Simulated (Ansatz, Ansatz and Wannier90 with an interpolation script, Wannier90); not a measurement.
# From a coarse GW mesh to bands everywhere: InP (F-43m)

G0W0 gives levels on a mesh alone; what do the bands of InP (F-43m) look like between the points?

Program: Ansatz 0.2.0. Level of theory: r2SCAN, Wannier functions and G0W0, plane waves, PAW. Results are calculated unless marked as measured.

The database entry behind the starting cell differs from later determinations by our own check (0.1 to 0.3 % short, probably kX units), so it need not match the best structure at ambient conditions.

### Step 1. The structure

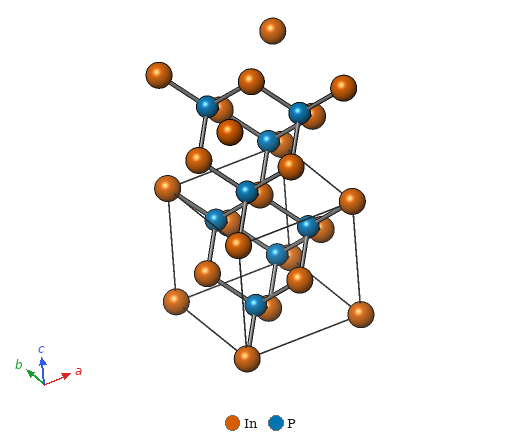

Start, viewed from a free direction; indium orange, phosphorus blue. 1×1×2 cells are drawn. This picture shows the conventional cell, with its axes. Bonds to atoms that aren't drawn are left out. Some periodic images of atoms are drawn too.

The cell and positions come from the Crystallography Open Database and are kept as given unless a step says otherwise. The default PAW set here is soft_2. Its files were made with PBE.

### Step 2. r2SCAN bands

Levels along a band path, at the cheap level, show where the edges lie and whether the meshes to come will hold them.

This step: DFT, r2SCAN, plane waves, PAW.

Contents of input.yaml:

```yaml
crystal:
  lattice:
    - [0.0, 2.9305, 2.9305]
    - [2.9305, 0.0, 2.9305]
    - [2.9305, 2.9305, 0.0]
  atoms:
    - { symbol: In, position: [0.0, 0.0, 0.0] }
    - { symbol: P, position: [0.75, 0.75, 0.75] }
kpoints:
  mp_grid: { grid: [8, 8, 8] }
  band_path:
    path:
      - [[0.0, 0.0, 0.0], [-0.5, -0.5, 0.0], [-0.375, -0.375, 0.25]]
      - [[-0.375, 0.0, 0.375], [0.0, 0.0, 0.0], [0.0, 0.0, 0.5], [-0.5, -0.25, 0.25], [-0.5, -0.5, 0.0]]
    npoints: 10
hamiltonian:
  xc: r2scan
scf:
  occupations: { method: fermi_dirac, width: 0.02 }
  n_extra_bands: 30
output:
  eigenvalues: true
  fatbands: true
  write_density: true
  write_potential: true
  elf: true
  volumetric_format: npy
```

Command:

```bash
> ansatz run input.yaml --threads 12 --pin off --max-ram 22118MiB --backend cpu --events-out ev --progress --plain --runs-dir out
```

Numbers of over 12 decimals in the logs are rounded to 6 here.

Log:

```text
scf.n_extra_bands = 30 over 9 filled bands (N_el = 18.0): the run solves 39 bands
Engine: ansatz 0.2.0, aarch64-unknown-linux-gnu
Pseudopotentials: kind: paw
Pseudopotential: In, paw, valence charge 13, recommended cutoff 500 eV (meta_gga), In.paw.azcp
Pseudopotential: P, paw, valence charge 5, recommended cutoff 500 eV (meta_gga), P.paw.azcp
Functional definition: r2SCAN
  parameter k0 = 0.174
  parameter k1 = 0.065
  parameter a1 = 4.9479
  exchange = r2scan_x(k0 = k0, k1 = k1, a1 = a1)
  correlation = r2scan_c
Crystal: 2 atoms, lattice volume = 50.333 Å³
Basis set: ecut = 500 eV, 1243 PW (Γ), exchange–correlation on 128×128×128 points (64 copies of the dense FFT grid, shifted against one another)
Bands: 39, of which v1, the nominal top of the filled ones, is band 9 counted from 1 (8 counted from 0)
Symmetry: 24 space group operations
Space group: F-43m (ITA 216), of the structure as read, at distance tolerance 3.7e-5 Å
k-points: 29 of 512 (time reversal used)
Non-local potential: In, projectors of the file, l = 0: 2, l = 1: 2, l = 2: 2, l = 3: 2
Non-local potential: P, projectors of the file, l = 0: 2, l = 1: 2, l = 2: 2
PAW form: soft (Blöchl's): semilocal exchange-correlation on the pseudo side does not see the compensation charge
PAW frozen core: In, regenerated for the run's functional (the file was generated under x = pbe(κ = 0.804, μ = 0.219515), c = pbe(β = 0.066725))
PAW frozen core: P, regenerated for the run's functional (the file was generated under x = pbe(κ = 0.804, μ = 0.219515), c = pbe(β = 0.066725))
PAW one-centre angular grid: In, 590 points (default); XC on 289 of its mesh's 2783 points in the sphere
PAW one-centre angular grid: P, 302 points (default); XC on 160 Gauss nodes
Initial density: superposition of atomic densities (neutral atoms: chi_scale 0, normalization atom), corrected by the library's trained network
Initial wavefunctions: pseudopotential atomic-orbital guess
Functional: x = r2scan, c = r2scan; τ floored in thin density (d = 2e-4 eV/Å³)
SCF iter   1: F=—  HF=-6371.724018 eV  |F-HF|=—  |Δ(HF+E_count)|=         —  Δρ=7.24e-3  dr2=2.03e-2  dr2_τ=1.13e-2  ethr=1.77e-3  ⟨swp⟩=6.6  Hψ=6040  notcnv=0  defer=320
preconditioner: auto → none  [insulator: Δε(μ)=1.105 eV  Ē_g=31.519 eV  σ=0.020 eV  W_gap=1.00  n_scr=14 (ndim 8)  ℏωp=22.2 eV  f_vac=0.019  D(μ)=0.00/eV (n_scr^D=0)  ε∞_Penn≈1.5]
SCF iter   2: F=—  HF=-6371.732040 eV  |F-HF|=—  |Δ(HF+E_count)|=   8.02e-3  Δρ=1.84e-3  dr2=2.36e-3  dr2_τ=1.33e-4  ethr=1.13e-4  ⟨swp⟩=3.1  Hψ=1804  notcnv=0  defer=691
SCF iter   3: F=—  HF=-6371.731808 eV  |F-HF|=—  |Δ(HF+E_count)|=   2.32e-4  Δρ=1.11e-3  dr2=3.90e-4  dr2_τ=1.06e-5  ethr=1.31e-5  ⟨swp⟩=2.9  Hψ=870  notcnv=0  defer=691
SCF iter   4: F=—  HF=-6371.731915 eV  |F-HF|=—  |Δ(HF+E_count)|=   1.08e-4  Δρ=2.38e-4  dr2=1.60e-5  dr2_τ=2.56e-7  ethr=2.16e-6  ⟨swp⟩=2.1  Hψ=579  notcnv=0  defer=691
SCF iter   5: F=—  HF=-6371.731918 eV  |F-HF|=—  |Δ(HF+E_count)|=   2.52e-6  Δρ=4.15e-5  dr2=8.51e-7  dr2_τ=2.24e-8  ethr=8.88e-8  ⟨swp⟩=2.5  Hψ=707  notcnv=0  defer=691
SCF iter   6: F=-6371.731918 eV  HF=-6371.731918 eV  |F-HF|=8.28e-9  |Δ(HF+E_count)|=   1.64e-7  Δρ=8.35e-6  dr2=2.09e-8  dr2_τ=7.94e-10  ethr=5.56e-10  ⟨swp⟩=10.1  Hψ=7549  notcnv=0
SCF 1 converged in 6 iterations: F = -6371.731918 eV  dr2 = 2.09e-8
[...]
NSCF: frozen V_eff on 62 k-points
SCF converged after 6 iterations
Free energy (F): -6371.731918 eV
Harris-Foulkes:  -6371.731918 eV  (|F-HF|=8.28e-9)
Internal energy: -6371.731918 eV  (E = F + TS)
E sigma→0 (E₀):  -6371.731918 eV
Fermi energy:    7.411463 eV
--- Per-component energies (eV) ---
  E_band       = -61.674251
  E_kinetic    = 313.442048
  E_local      = -1399.735784  (includes V_loc(G=0)·N_el)
  E_nonlocal   = 401.603294
  E_hartree    = 553.312099
  E_xc         = -259.120747
  E_vxc        = -171.402624  (∫ρ·V_xc dr)
  E_paw        = -4761.399253  (= ΣΔE_a)
  E_vpaw       = -322.426891  (= ΣTr[D̂ρ^β])
  E_aug_tail   = 0.000008  (compensation charges beyond the density's cutoff)
  E_vtau       = 10.225332  (kinetic-family band-sum trace: ∫τ·v_τ [+ j·A + Jᵃ·Aᵃ] dr)
  E_ewald      = -1220.708286
  E_core_change = 0.874704  (= ΣΔE_core)
  E_smearing   = -0.000000  (= −TS)
  E_closure    = -0.000000  (closes the sum)
  Σ components = -6371.731918   (vs F -6371.731918, Δ=0.00e0)
--- Band table (eV; the first three rows and the last of 29) ---
  k-point 0: bands = [... 5 lower, -5.1810, 6.8181, 6.8181, 6.8181, 7.9828, 11.2448, 11.2448, 11.2448, ... 26 higher]
  k-point 1: bands = [... 5 lower, -4.9929, 5.3208, 6.6266, 6.6266, 8.8609, 11.4155, 11.5328, 11.5328, ... 26 higher]
  k-point 2: bands = [... 5 lower, -4.4696, 3.3314, 6.2420, 6.2420, 8.9924, 11.9669, 11.9669, 12.5706, ... 26 higher]
  k-point 28: bands = [... 5 lower, -2.6196, 1.1051, 3.7580, 3.8165, 11.3931, 11.6049, 12.8531, 13.3959, ... 26 higher]
```

It took 3.3 s on 12 threads of Arm Neoverse V2, shared host; peak memory 0.62 GiB; 31 s of CPU time.

This step gave:

```
filled bands         : 9
gap                  : 1.165 eV
valence top at       : Γ
conduction bottom at : Γ
least direct gap     : 1.165 eV
```

The gap is direct, at Γ.

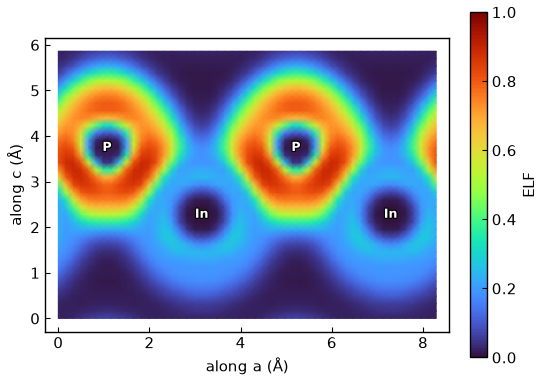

ELF in the ac plane of a cell with a along [110], b along [-110] and c along [001] of the cube at fractional y = 0.000, with atoms of In and P within 0.2 Å of it. It is the smooth field of the valence electrons, not physical close to the nuclei. The map starts off the cell's origin, so that atoms lie inside it.

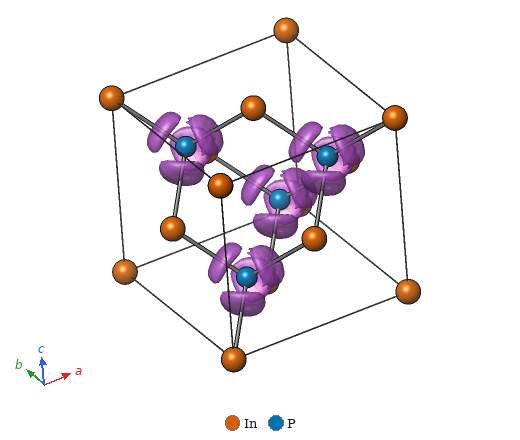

Surface of ELF = 0.81. Bonds to atoms that aren't drawn are left out.

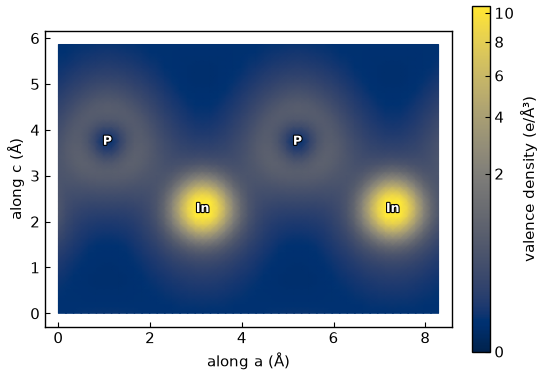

Valence density in the ac plane of a cell with a along [110], b along [-110] and c along [001] of the cube at fractional y = 0.000, with atoms of In and P within 0.2 Å of it. It is the smooth field of the valence electrons, not physical close to the nuclei. The map starts off the cell's origin, so that atoms lie inside it. The colour scale is stretched toward low values.

### Step 3. Overlaps and projections on 16×16×16

This step: overlaps and projections of r2SCAN states for Wannier90, plane waves, PAW.

input.yaml, the sections that differ from step 2:

```yaml
kpoints:
  mp_grid: { grid: [8, 8, 8] }
scf:
  occupations: { method: fixed }
  n_extra_bands: 30
output:
  wannier:
    kmesh: [16, 16, 16]
    projections:
      - { species: In, l: s, shell: 5 }
      - { species: In, l: p, shell: 5 }
      - { species: P, l: p, shell: 3 }
    minimise: false
    seedname: w
    disentanglement: { window: [0.79, 18.26], frozen_window: [0.79, 10.98] }
# crystal, hamiltonian: as in step 2
```

Log:

```text
[...]
Crystal: 2 atoms, lattice volume = 50.333 Å³
Basis set: ecut = 500 eV, 1243 PW (Γ), exchange–correlation on 128×128×128 points (64 copies of the dense FFT grid, shifted against one another)
Bands: 39, of which v1, the nominal top of the filled ones, is band 9 counted from 1 (8 counted from 0)
Symmetry: 24 space group operations
[...]
k-points: 29 of 512 (time reversal used)
[...]
--- Band table (eV; the first three rows and the last of 29) ---
  k-point 0: bands = [... 5 lower, -5.1810, 6.8181, 6.8181, 6.8181, 7.9828, 11.2448, 11.2448, 11.2448, ... 26 higher]
  k-point 1: bands = [... 5 lower, -4.9929, 5.3208, 6.6266, 6.6266, 8.8609, 11.4155, 11.5328, 11.5328, ... 26 higher]
  k-point 2: bands = [... 5 lower, -4.4696, 3.3314, 6.2420, 6.2420, 8.9924, 11.9669, 11.9669, 12.5706, ... 26 higher]
  k-point 28: bands = [... 5 lower, -2.6196, 1.1051, 3.7580, 3.8165, 11.3931, 11.6049, 12.8531, 13.3959, ... 26 higher]
[key lines of the parts left out:]
SCF converged after 6 iterations
Free energy (F): -6371.731918 eV
Fermi energy:    6.818116 eV
```

Run time: 12 s. Hardware: 12 threads; peak memory 3.9 GiB.

[end of part 1 of 3]

[Paths, hosts, dates, memory and timing lines, banners, echoed tables and standing remarks are left out of the program output.]

[Logs are printed without paths, hosts, clocks, repeated set-up lines and the standing remarks that a program may print on its own settings, such as how far it seeks lower states.]

[Runs of the session that timed out or met a known fault of the program may be left out.]

[Hosts, paths, dates, database ids (printed as entryN), source tags and the programs' standing remarks are cut or masked in the printed files.]
